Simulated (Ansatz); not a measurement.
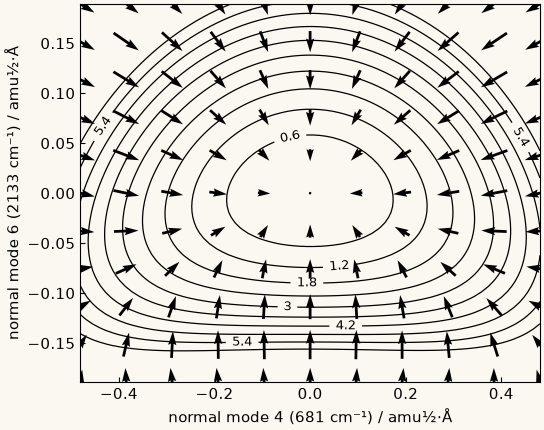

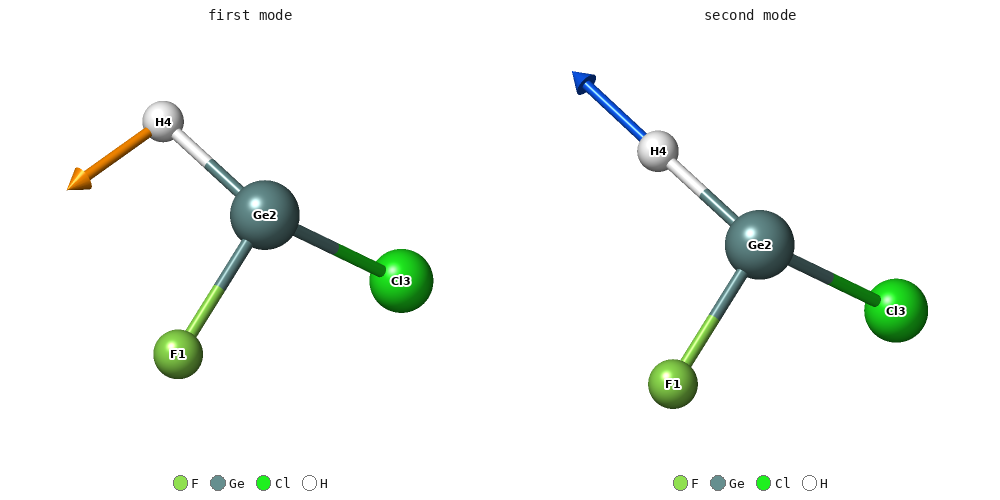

Energy landscape of ClFGeH, SMILES [F][GeH][Cl], spin multiplicity 2. First axis: normal mode 4 (681 cm⁻¹). Second axis: normal mode 6 (2133 cm⁻¹). Nothing is relaxed (straight displacements along the two mass-weighted modes). The scan uses an 11 × 11 grid. Points are written as (first, second). Energies are in kcal/mol, from the lowest grid point. These are results of Ansatz, UHF-MP2, frozen core/def2-TZVP, not measurements.

Drawn: contour lines labelled in kcal/mol (none above 6), arrows along the force (downhill), their lengths compressed. Between grid points the surface is interpolated. The second picture is the structure at the lowest point

**Describe this landscape.**

The lowest grid point is at (0.000 amu½·Å, 0.000 amu½·Å). No other kind of well shows on this grid. The highest grid point, (0.481 amu½·Å, 0.189 amu½·Å), lies 11.6 kcal/mol above the lowest.

The values on the grid:

```tsv
normal mode 6 (2133 cm⁻¹) ↓, normal mode 4 (681 cm⁻¹) →	−0.481	−0.385	−0.288	−0.192	−0.096	0.000	0.096	0.192	0.288	0.385	0.481
0.189	11.5	9.3	7.5	6.3	5.5	5.2	5.5	6.3	7.5	9.3	11.6
0.151	9.7	7.5	5.8	4.5	3.8	3.5	3.8	4.5	5.8	7.6	9.9
0.114	8.2	6.0	4.3	3.1	2.3	2.1	2.3	3.1	4.3	6.0	8.3
0.076	6.8	4.7	3.0	1.9	1.2	1.0	1.2	1.9	3.1	4.8	7.0
0.038	5.7	3.7	2.2	1.1	0.5	0.3	0.5	1.1	2.2	3.8	5.9
0.000	4.9	3.1	1.7	0.7	0.2	0.0	0.2	0.7	1.7	3.2	5.1
−0.038	4.5	2.9	1.7	0.9	0.4	0.3	0.4	0.9	1.7	3.0	4.8
−0.076	4.6	3.2	2.3	1.7	1.3	1.2	1.3	1.7	2.3	3.4	4.9
−0.114	5.2	4.2	3.5	3.2	3.0	3.0	3.0	3.2	3.6	4.3	5.5
−0.151	6.4	5.8	5.6	5.6	5.6	5.6	5.6	5.6	5.6	6.0	6.8
−0.189	8.4	8.3	8.6	8.9	9.2	9.3	9.2	8.9	8.6	8.5	8.7
```

The input of one point:

```yaml
crystal:
  periodic: [false, false, false]
  atoms:
    - { symbol: F, position_ang: [0.463362, -0.619741, 1.441437] }
    - { symbol: Ge, position_ang: [0.48211, -0.077506, -0.205333] }
    - { symbol: Cl, position_ang: [-1.311983, -0.823739, -1.096206] }
    - { symbol: H, position_ang: [0.421911, 1.460685, -0.160099] }
magnetization:
  spin_polarized: true
  initial_magnetization: 1
basis:
  gaussian: { orbitals: def2-TZVP }
hamiltonian:
  xc: hf
output:
  forces: true
correlation:
  method: mp2
scf:
  omitted_lower_state_checks: [cluster_reference]
```

Each point was launched as `ansatz run input.yaml --threads 1 --pin off --max-ram 2560MiB --backend cpu --events-out ev --progress --plain --runs-dir out`. Time for the 121 points that were run: 23 min on 1 thread of Arm Neoverse V2, on a shared host.
